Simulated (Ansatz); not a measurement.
# AlH2+ (triplet): one geometry, many settings at angle H2–Al1–H3 = 140.2°

Aim: run AlH2+ (triplet) at one geometry under a spread of methods and options, and see what each costs and gives.

Method: the settings change from run to run; program: Ansatz 0.2.0, Gaussian basis.

14 further runs of the same task are left out: 9 that didn't finish, 5 set aside as unsound or not needed.

### Step 1. The geometry

The geometry derives from a PBE0/def2-TZVP stationary point (not a proven minimum). One angle is set to the value named; bond lengths are kept.

3 atoms, charge 1, spin multiplicity 3.

Atoms are counted from 1 here; the program's logs count them from 0.

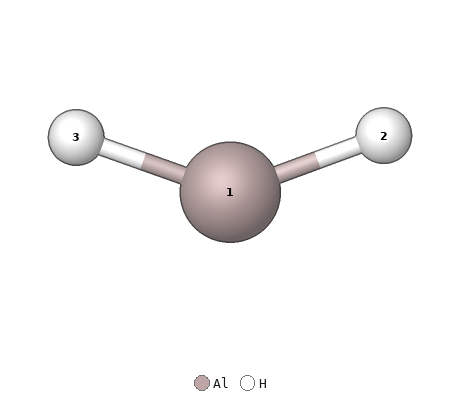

The structure; aluminium light grey, hydrogen white; atoms are numbered from 1 in the order of the file.

### Step 2. FCI/6-31G

in.yaml reads:

```yaml
crystal:
  periodic: [false, false, false]
  atoms:
    - {symbol: Al, position_ang: [0.000000, 0.000000, -0.040753]}
    - {symbol: H, position_ang: [0.000000, 1.619372, 0.545452]}
    - {symbol: H, position_ang: [0.000000, -1.619372, 0.545452]}
basis:
  gaussian: {orbitals: 6-31G}
total_charge: 1
magnetization: {spin_polarized: false, initial_magnetization: 2}
correlation: {method: fci, electrons: outside_noble_gas}
```

Command:

```console
> ansatz run in.yaml --threads 1 --pin off --events-out ev --progress --plain --max-ram 2393MiB
```

Log:

```text
Functional definition: HF
  name "HF"
  cite "Fock, Z. Phys. 61, 126 (1930) doi:10.1007/BF01340294"
  parent pbe
  exchange = exact_x
  correlation = 0
341 factors; integrals over basis functions are off by at most 9.5e-8 eV
mean field evaluation 1: about -6600.9505 eV, gradient 4.3e0 eV
mean field evaluation 2: about -6600.9538 eV, gradient 4.3e0 eV
mean field evaluation 4: about -6601.1716 eV, gradient 2.4e-1 eV
mean field evaluation 8: about -6601.1766 eV, gradient 1.2e-4 eV
mean field evaluation 16: about -6600.9236 eV, gradient 3.3e0 eV
mean field evaluation 32: about -6601.1766 eV, gradient 3.0e-5 eV
mean field -6601.26509120 eV, -242.5920176034 hartree, gradient 2.2e-6 eV, S^2 2.000000; 2 other end points of the search recorded, 0 dependent functions left out
5 core orbitals not correlated: weight in the atoms' cores, before any rotation towards them, 1.000 or more for the frozen orbitals, at most 0.000 for the correlated occupied ones
reference -6601.17662700 eV, -242.5887666040 hartree; 3, 1 occupied and 9, 11 virtual orbitals, 341 factors
state -6602.80662097 eV, -242.6486677775 hartree
Total energy: -6602.80662097 eV, -242.6486677775 hartree
```

Wall time 0.51 s (1 thread of Arm Neoverse V2, shared host).

From the report: 1,248 determinants, symmetry B2.

### Step 3. CCSDT(Q)/B on UHF/6-31G*

in.yaml reads:

```yaml
crystal:
  periodic: [false, false, false]
  atoms:
    - {symbol: Al, position_ang: [0.000000, 0.000000, -0.040753]}
    - {symbol: H, position_ang: [0.000000, 1.619372, 0.545452]}
    - {symbol: H, position_ang: [0.000000, -1.619372, 0.545452]}
basis:
  gaussian: {orbitals: "6-31G*"}
total_charge: 1
magnetization: {spin_polarized: true, initial_magnetization: 2}
correlation: {method: ccsdt_q_b, electrons: valence, diis_vectors: 1}
scf: {omitted_lower_state_checks: [cluster_reference]}
```

The command is unchanged.

Log:

```text
Functional definition: HF
  name "HF"
  cite "Fock, Z. Phys. 61, 126 (1930) doi:10.1007/BF01340294"
  parent pbe
  exchange = exact_x
  correlation = 0
these checks for a lower state are left out or cut short: cluster_reference
386 factors; integrals over basis functions are off by at most 2.2e-7 eV
mean field evaluation 1: about -6601.5060 eV, gradient 5.4e0 eV
mean field evaluation 2: about -6601.5093 eV, gradient 5.4e0 eV
mean field evaluation 4: about -6602.1411 eV, gradient 8.2e-1 eV
mean field evaluation 8: about -6602.1622 eV, gradient 6.1e-4 eV
mean field evaluation 16: about -6601.8853 eV, gradient 1.7e0 eV
mean field -6602.16224618 eV, -242.6249874410 hartree, gradient 2.1e-6 eV, S^2 2.115554; 4 other end points of the search recorded, 0 dependent functions left out
5 core orbitals not correlated: weight in the atoms' cores, before any rotation towards them, 1.000 or more for the frozen orbitals, at most 0.000 for the correlated occupied ones
reference -6602.16224618 eV, -242.6249874410 hartree; 3, 1 occupied and 15, 17 virtual orbitals, 386 factors
second order -0.70744216 eV of doubles, -0.00000000 eV of singles
cycle   1  -0.94255676 eV  change   -2.4e-1 eV  update   6.2e-2
cycle   2  -1.18553544 eV  change   -2.4e-1 eV  update   3.9e-2
cycle   3  -1.23068025 eV  change   -4.5e-2 eV  update   1.4e-2
cycle   4  -1.24670054 eV  change   -1.6e-2 eV  update   6.9e-3
cycle   5  -1.24881424 eV  change   -2.1e-3 eV  update   3.4e-3
cycle   6  -1.24911237 eV  change   -3.0e-4 eV  update   2.0e-3
cycle   7  -1.24827195 eV  change    8.4e-4 eV  update   1.1e-3
cycle   8  -1.24709511 eV  change    1.2e-3 eV  update   7.3e-4
cycle   9  -1.24632843 eV  change    7.7e-4 eV  update   4.3e-4
cycle  10  -1.24571125 eV  change    6.2e-4 eV  update   2.8e-4
cycle  11  -1.24549833 eV  change    2.1e-4 eV  update   1.7e-4
cycle  12  -1.24536857 eV  change    1.3e-4 eV  update   1.2e-4
cycle  13  -1.24533189 eV  change    3.7e-5 eV  update   7.9e-5
cycle  14  -1.24531574 eV  change    1.6e-5 eV  update   5.7e-5
cycle  15  -1.24532201 eV  change   -6.3e-6 eV  update   3.5e-5
cycle  16  -1.24533628 eV  change   -1.4e-5 eV  update   2.3e-5
cycle  17  -1.24534859 eV  change   -1.2e-5 eV  update   1.4e-5
cycle  18  -1.24536119 eV  change   -1.3e-5 eV  update   1.0e-5
cycle  19  -1.24536862 eV  change   -7.4e-6 eV  update   7.0e-6
cycle  20  -1.24537504 eV  change   -6.4e-6 eV  update   5.2e-6
cycle  21  -1.24537755 eV  change   -2.5e-6 eV  update   3.5e-6
cycle  22  -1.24537847 eV  change   -9.2e-7 eV  update   2.5e-6
cycle  23  -1.24537792 eV  change    5.5e-7 eV  update   1.6e-6
cycle  24  -1.24537690 eV  change    1.0e-6 eV  update   1.1e-6
cycle  25  -1.24537617 eV  change    7.3e-7 eV  update   7.2e-7
cycle  26  -1.24537544 eV  change    7.3e-7 eV  update   5.3e-7
cycle  27  -1.24537517 eV  change    2.7e-7 eV  update   3.6e-7
perturbative correction -0.00009900 eV, -0.0000036381 hartree
Total energy: -6603.40772035 eV, -242.6707577725 hartree
Checks for a lower state left out: cluster_reference
```

Wall time 1.2 s (1 thread of Arm Neoverse V2, shared host).

From the report: ⟨S²⟩ of the determinant 2.116 (pure triplet: 2.00); correlation -1.2455 eV; T1 0.036; largest double amplitude 0.11.

### Step 4. CASSCF(2,9)/cc-pVDZ

in.yaml reads:

```yaml
crystal:
  periodic: [false, false, false]
  atoms:
    - {symbol: Al, position_ang: [0.000000, 0.000000, -0.040753]}
    - {symbol: H, position_ang: [0.000000, 1.619372, 0.545452]}
    - {symbol: H, position_ang: [0.000000, -1.619372, 0.545452]}
basis:
  gaussian: {orbitals: cc-pVDZ}
total_charge: 1
magnetization: {spin_polarized: false, initial_magnetization: 2}
correlation: {active_space: {window: {electrons: 2, orbitals: 9}, states: [{multiplicity: 3, weights: [1, 1, 1, 1]}], root: 1}}
accuracy: high
```

The command is unchanged.

Log:

```text
Functional definition: HF
  name "HF"
  cite "Fock, Z. Phys. 61, 126 (1930) doi:10.1007/BF01340294"
  parent pbe
  exchange = exact_x
  correlation = 0
538 factors; integrals over basis functions are off by at most 3.1e-9 eV
mean field evaluation 1: about -6601.8422 eV, gradient 4.7e0 eV
mean field evaluation 2: about -6601.8442 eV, gradient 4.7e0 eV
mean field evaluation 4: about -6602.1304 eV, gradient 2.4e-1 eV
mean field evaluation 8: about -6602.1338 eV, gradient 2.8e-5 eV
mean field evaluation 16: about -6602.1338 eV, gradient 7.9e-4 eV
mean field evaluation 32: about -6602.2222 eV, gradient 3.0e-1 eV
mean field -6602.22264927 eV, -242.6272072136 hartree, gradient 1.5e-8 eV, S^2 2.000000; 3 other end points of the search recorded, 0 dependent functions left out
reference -6602.22264927 eV, -242.6272072136 hartree; 8, 6 occupied and 20, 22 virtual orbitals, 538 factors
state -6602.22808058 eV, -242.6274068105 hartree
state -6600.39972384 eV, -242.5602159396 hartree
state -6598.72776973 eV, -242.4987727593 hartree
state -6595.47157489 eV, -242.3791098061 hartree
Total energy: -6600.39972384 eV, -242.5602159396 hartree
```

Run time: 2.2 s. Hardware: 1 thread of Arm Neoverse V2, shared host.

From the report: 81 determinants; active occupations (of the averaged states) 1.00, 0.25, 0.25, 0.25, 0.25, 0.00, 0.00, 0.00, 0.00.

### Step 5. CCSD(T) on UHF/def2-SVPD

in.yaml reads:

```yaml
crystal:
  periodic: [false, false, false]
  atoms:
    - {symbol: Al, position_ang: [0.000000, 0.000000, -0.040753]}
    - {symbol: H, position_ang: [0.000000, 1.619372, 0.545452]}
    - {symbol: H, position_ang: [0.000000, -1.619372, 0.545452]}
basis:
  gaussian: {orbitals: def2-SVPD}
total_charge: 1
magnetization: {spin_polarized: true, initial_magnetization: 2}
correlation: {method: ccsd_t, electrons: all}
scf: {lower_state_search: full}
output: {forces: true}
```

Launched as before.

Log, shortened:

```text
Functional definition: HF
  name "HF"
  cite "Fock, Z. Phys. 61, 126 (1930) doi:10.1007/BF01340294"
  parent pbe
[...]
370 factors; integrals over basis functions are off by at most 1.0e-3 eV
[...]
mean field -6600.52590776 eV, -242.5648531131 hartree, gradient 1.5e-6 eV, S^2 2.115290; 12 other end points of the search recorded, 0 dependent functions left out
determinant -6600.52590776 eV, -242.5648531131 hartree, with singles and doubles -6602.22335684 eV, -242.6272332160 hartree
determinant -6598.33631113 eV, -242.4843869211 hartree, with singles and doubles -6600.51192418 eV, -242.5643392258 hartree
determinant -6597.50041145 eV, -242.4536681745 hartree, with singles and doubles -6599.89396551 eV, -242.5416296637 hartree
determinant -6597.28103494 eV, -242.4456062363 hartree, with singles and doubles -6599.06929568 eV, -242.5113236064 hartree
reference -6600.52590776 eV, -242.5648531131 hartree; 8, 6 occupied and 32, 34 virtual orbitals, 370 factors
second order -1.13946659 eV of doubles, -0.00000000 eV of singles
cycle   1  -1.67610336 eV  change   -1.5e-1 eV  update   1.9e-2
[...]
cycle  13  -1.68673604 eV  change   -7.8e-7 eV  update   2.7e-7
perturbative correction -0.03762072 eV, -0.0013825359 hartree
[...]
Total energy: -6602.25026452 eV, -242.6282220551 hartree
Atom 0 at     0.000000     0.000000    -0.040753 Å, force    -0.000000    -0.000000    -2.109315 eV/Å
Atom 1 at     0.000000     1.619372     0.545452 Å, force     0.000000     0.479632     1.054657 eV/Å
Atom 2 at     0.000000    -1.619372     0.545452 Å, force    -0.000000    -0.479632     1.054657 eV/Å
Dipole moment:     0.000000     0.000000     0.260611 e Å
```

Wall time 4.9 s (1 thread of Arm Neoverse V2, shared host).

From the report: ⟨S²⟩ of the determinant 2.115 (pure triplet: 2.00); correlation -1.7244 eV; T1 0.021; largest double amplitude 0.11.

### Step 6. BCCD(T) on ROHF/STO-3G

in.yaml reads:

```yaml
crystal:
  periodic: [false, false, false]
  atoms:
    - {symbol: Al, position_ang: [0.000000, 0.000000, -0.040753]}
    - {symbol: H, position_ang: [0.000000, 1.619372, 0.545452]}
    - {symbol: H, position_ang: [0.000000, -1.619372, 0.545452]}
basis:
  gaussian: {orbitals: STO-3G}
total_charge: 1
magnetization: {spin_polarized: false, initial_magnetization: 2}
correlation: {method: bccd_t, electrons: outside_noble_gas}
scf: {lower_state_search: light}
output: {forces: true}
```

Same command.

Log, shortened:

```text
Functional definition: HF
  name "HF"
  cite "Fock, Z. Phys. 61, 126 (1930) doi:10.1007/BF01340294"
  parent pbe
[...]
115 factors; integrals over basis functions are off by at most 1.1e-5 eV
[...]
mean field -6524.59149602 eV, -239.7743149518 hartree, gradient 1.3e-6 eV, S^2 2.000000; 0 other end points of the search recorded, 0 dependent functions left out
[...]
5 core orbitals not correlated: weight in the atoms' cores, before any rotation towards them, 0.999 or more for the frozen orbitals, at most 0.001 for the correlated occupied ones
reference -6524.59149602 eV, -239.7743149518 hartree; 3, 1 occupied and 3, 5 virtual orbitals, 115 factors
second order -0.65831566 eV of doubles, -0.19433484 eV of singles
cycle   1  -1.29857338 eV  change   -4.4e-1 eV  update   8.0e-2
[...]
cycle  12  -1.56236301 eV  change   -1.2e-6 eV  update   3.0e-7
perturbative correction -0.00447002 eV, -0.0001642704 hartree
[...]
Total energy: -6526.15832906 eV, -239.8318950038 hartree
Atom 0 at     0.000000     0.000000    -0.040753 Å, force    -0.000000     0.000000    -2.661951 eV/Å
Atom 1 at     0.000000     1.619372     0.545452 Å, force     0.000000     0.799224     1.330976 eV/Å
Atom 2 at     0.000000    -1.619372     0.545452 Å, force    -0.000000    -0.799224     1.330976 eV/Å
Dipole moment:    -0.000000    -0.000000     0.087567 e Å
```

Wall time 0.21 s (1 thread of Arm Neoverse V2, shared host).

From the report: correlation -1.5668 eV; largest double amplitude 0.15.

### Step 7. NEVPT4(SD)(4,7)/def2-SVP

in.yaml reads:

```yaml
crystal:
  periodic: [false, false, false]
  atoms:
    - {symbol: Al, position_ang: [0.000000, 0.000000, -0.040753]}
    - {symbol: H, position_ang: [0.000000, 1.619372, 0.545452]}
    - {symbol: H, position_ang: [0.000000, -1.619372, 0.545452]}
basis:
  gaussian: {orbitals: def2-SVP}
total_charge: 1
magnetization: {spin_polarized: false, initial_magnetization: 2}
correlation: {method: fic_nevpt4_sd, electrons: outside_noble_gas, active_space: {window: {electrons: 4, orbitals: 7}}}
```

Launched as before.

Log:

```text
Functional definition: HF
  name "HF"
  cite "Fock, Z. Phys. 61, 126 (1930) doi:10.1007/BF01340294"
  parent pbe
  exchange = exact_x
  correlation = 0
264 factors; integrals over basis functions are off by at most 1.3e-3 eV
mean field evaluation 1: about -6599.6460 eV, gradient 4.8e0 eV
mean field evaluation 2: about -6599.6480 eV, gradient 4.8e0 eV
mean field evaluation 4: about -6599.9308 eV, gradient 2.5e-1 eV
mean field evaluation 8: about -6599.9348 eV, gradient 8.9e-3 eV
mean field evaluation 16: about -6600.0266 eV, gradient 3.1e-1 eV
mean field evaluation 32: about -6599.3314 eV, gradient 7.2e0 eV
mean field -6600.02772013 eV, -242.5465450553 hartree, gradient 1.1e-6 eV, S^2 2.000000; 3 other end points of the search recorded, 0 dependent functions left out
reference -6599.93480960 eV, -242.5431306563 hartree; 8, 6 occupied and 20, 22 virtual orbitals, 264 factors
state -6601.42844196 eV, -242.5980206331 hartree
state -6601.42844196 eV, -242.5980206331 hartree; corrected -6601.86238663 eV, -242.6139678058 hartree
Total energy: -6601.86238663 eV, -242.6139678058 hartree
```

Run time: 1.8 s. Hardware: 1 thread of Arm Neoverse V2, shared host.

From the report: 261 determinants; active occupations 1.90, 1.02, 0.97, 0.05, 0.03, 0.02, 0.00.

### Step 8. CISDTQ/6-31G*

in.yaml reads:

```yaml
crystal:
  periodic: [false, false, false]
  atoms:
    - {symbol: Al, position_ang: [0.000000, 0.000000, -0.040753]}
    - {symbol: H, position_ang: [0.000000, 1.619372, 0.545452]}
    - {symbol: H, position_ang: [0.000000, -1.619372, 0.545452]}
basis:
  gaussian: {orbitals: "6-31G*"}
total_charge: 1
magnetization: {spin_polarized: false, initial_magnetization: 2}
correlation: {active_space: {ras: {orbitals: [1, 2, 15], electrons: 4, max_holes: 4, max_particles: 4}, fixed_orbitals: true}}
output: {forces: true}
```

Launched as before.

Log, shortened:

```text
Functional definition: HF
  name "HF"
  cite "Fock, Z. Phys. 61, 126 (1930) doi:10.1007/BF01340294"
  parent pbe
[...]
229 factors; integrals over basis functions are off by at most 7.2e-4 eV
[...]
mean field -6601.71703077 eV, -242.6086260764 hartree, gradient 1.3e-6 eV, S^2 2.000000; 2 other end points of the search recorded, 0 dependent functions left out
reference -6601.71703077 eV, -242.6086260764 hartree; 8, 6 occupied and 15, 17 virtual orbitals, 229 factors
state -6603.40536463 eV, -242.6706712011 hartree
[...]
WARN: the results are in doubt because the forces break the atoms' symmetry
Total energy: -6603.40536463 eV, -242.6706712011 hartree
Atom 0 at     0.000000     0.000000    -0.040753 Å, force    -0.000000    -0.006174    -2.247430 eV/Å
Atom 1 at     0.000000     1.619372     0.545452 Å, force     0.000000     0.668130     1.124833 eV/Å
Atom 2 at     0.000000    -1.619372     0.545452 Å, force     0.000000    -0.661956     1.122598 eV/Å
Dipole moment:     0.000000     0.000856     0.274555 e Å
In doubt: the forces break the atoms' symmetry
```

Run time: 0.49 s. Hardware: 1 thread of Arm Neoverse V2, shared host.

From the report: 12,545 determinants. The program marks this result as in doubt; its last lines say why.

### Step 9. BCCD(T) on ROHF/6-31G*

in.yaml: that of step 8 with these lines changed.

```diff
@@ -10,3 +10,2 @@
 magnetization: {spin_polarized: false, initial_magnetization: 2}
-correlation: {active_space: {ras: {orbitals: [1, 2, 15], electrons: 4, max_holes: 4, max_particles: 4}, fixed_orbitals: true}}
-output: {forces: true}
+correlation: {method: bccd_t, electrons: outside_noble_gas}
```

Launched as before.

Log, shortened:

```text
Functional definition: HF
  name "HF"
  cite "Fock, Z. Phys. 61, 126 (1930) doi:10.1007/BF01340294"
  parent pbe
[...]
229 factors; integrals over basis functions are off by at most 7.2e-4 eV
[...]
mean field -6601.71703077 eV, -242.6086260764 hartree, gradient 1.3e-6 eV, S^2 2.000000; 6 other end points of the search recorded, 0 dependent functions left out
[...]
determinant -6601.71703077 eV, -242.6086260764 hartree, with singles and doubles -6603.34371721 eV, -242.6684057005 hartree
determinant -6601.63839659 eV, -242.6057363235 hartree, with singles and doubles -6603.37384502 eV, -242.6695128770 hartree
determinant -6599.82520358 eV, -242.5391027095 hartree, with singles and doubles -6601.54308868 eV, -242.6022338224 hartree
determinant -6599.62897198 eV, -242.5318913312 hartree, with singles and doubles -6601.57364065 eV, -242.6033565865 hartree
determinant -6598.97028063 eV, -242.5076848706 hartree, with singles and doubles -6600.92959797 eV, -242.5796884544 hartree
determinant -6601.71703077 eV, -242.6086260764 hartree, with singles and doubles -6603.34898028 eV, -242.6685991147 hartree
determinant -6601.63839659 eV, -242.6057363235 hartree, with singles and doubles -6603.37542254 eV, -242.6695708498 hartree
[...]
5 core orbitals not correlated: weight in the atoms' cores, before any rotation towards them, 1.000 or more for the frozen orbitals, at most 0.000 for the correlated occupied ones
reference -6601.63839659 eV, -242.6057363235 hartree; 3, 1 occupied and 15, 17 virtual orbitals, 229 factors
second order -0.97335374 eV of doubles, -0.23815026 eV of singles
cycle   1  -1.74828898 eV  change   -1.1e-2 eV  update   5.6e-3
[...]
cycle  11  -1.73876491 eV  change    8.7e-7 eV  update   8.2e-7
perturbative correction -0.02000200 eV, -0.0007350601 hartree
WARN: these amplitudes may be one of several solutions (largest doubles amplitude 0.11, level shift 1.40 eV)
Total energy: -6603.39716350 eV, -242.6703698153 hartree
```

Run time: 0.57 s. Hardware: 1 thread of Arm Neoverse V2, shared host.

From the report: correlation -1.7588 eV; largest double amplitude 0.11. The report flags that the cluster equations may have other roots.

### Step 10. CASSCF(2,5)/STO-3G

in.yaml: that of step 9 with these lines changed.

```diff
@@ -7,5 +7,6 @@
 basis:
-  gaussian: {orbitals: "6-31G*"}
+  gaussian: {orbitals: STO-3G}
 total_charge: 1
 magnetization: {spin_polarized: false, initial_magnetization: 2}
-correlation: {method: bccd_t, electrons: outside_noble_gas}
+hamiltonian: {pseudopotentials: {relativity: scalar}}
+correlation: {active_space: {window: {electrons: 2, orbitals: 5}, states: [{multiplicity: 3, weights: [1, 1, 1, 1]}], root: 3}}
```

Launched as before.

Log:

```text
Functional definition: HF
  name "HF"
  cite "Fock, Z. Phys. 61, 126 (1930) doi:10.1007/BF01340294"
  parent pbe
  exchange = exact_x
  correlation = 0
163 factors; integrals over basis functions are off by at most 2.6e-8 eV
mean field evaluation 1: about -6533.4909 eV, gradient 3.8e0 eV
mean field evaluation 2: about -6533.5014 eV, gradient 3.8e0 eV
mean field evaluation 4: about -6533.7013 eV, gradient 6.9e-1 eV
mean field evaluation 8: about -6533.7332 eV, gradient 7.8e-3 eV
mean field -6533.73316374 eV, -240.1102650439 hartree, gradient 2.0e-6 eV, S^2 2.000000; 0 other end points of the search recorded, 0 dependent functions left out
reference -6533.73316374 eV, -240.1102650439 hartree; 8, 6 occupied and 3, 5 virtual orbitals, 163 factors
state -6533.53365579 eV, -240.1029332623 hartree
state -6529.92614942 eV, -239.9703598482 hartree
state -6527.90789379 eV, -239.8961903219 hartree
state -6522.01611098 eV, -239.6796712973 hartree
Total energy: -6522.01611098 eV, -239.6796712973 hartree
Relativity: scalar
```

Run time: 0.09 s. Hardware: 1 thread of Arm Neoverse V2, shared host.

From the report: 25 determinants; active occupations (of the averaged states) 1.00, 0.25, 0.25, 0.25, 0.25.

### Step 11. All runs side by side

 † marks a result that the program doubts.

```
                                                            level         correlated  functions  energy (eV)    time
                                                        FCI/6-31G  outside noble gas         17   -6602.8066  0.51 s
                                         CCSDT(Q)/B on UHF/6-31G*            valence         23   -6603.4077   1.2 s
               CASSCF(2,9)/cc-pVDZ (excited root 1 of an average)                            28   -6600.3997   2.2 s
                                         CCSD(T) on UHF/def2-SVPD                all         40   -6602.2503   4.9 s
                                           BCCD(T) on ROHF/STO-3G  outside noble gas         11   -6526.1583  0.21 s
                                         NEVPT4(SD)(4,7)/def2-SVP  outside noble gas         28   -6601.8624   1.8 s
                                                  CISDTQ/6-31G* †  outside noble gas         23   -6603.4054  0.49 s
                                         BCCD(T) on ROHF/6-31G* †  outside noble gas         23   -6603.3972  0.57 s
CASSCF(2,5)/STO-3G (excited root 3 of an average, relativity set)                            11   -6522.0161  0.09 s
```

### Step 12. Summary of results

```
quantity                                                                      value
    runs                                                                          9
quickest  CASSCF(2,5)/STO-3G (excited root 3 of an average, relativity set), 0.09 s
 slowest                                            CCSD(T) on UHF/def2-SVPD, 4.9 s
```

What this shows: Total energies in different bases, with other cores or another treatment of relativity can't be set against each other. CCSD(T) on UHF/def2-SVPD took 54 times as long as CASSCF(2,5)/STO-3G (excited root 3 of an average, relativity set); the jobs differ in more than the method.
